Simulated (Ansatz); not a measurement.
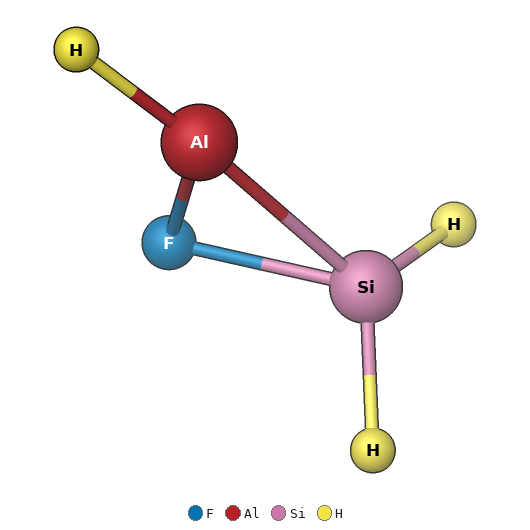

Atoms fade into the background with distance from the viewer. Charge +1, singlet. The geometry was computed by an optimisation with PBE-D4/def2-SVP. No frequency run is at hand to confirm it as a minimum.

Which symmetry elements does this geometry have?

Answer. It has 1 mirror plane, so the point group is Cs. The group has 2 operations. The geometry is achiral, and symmetry allows a dipole moment.
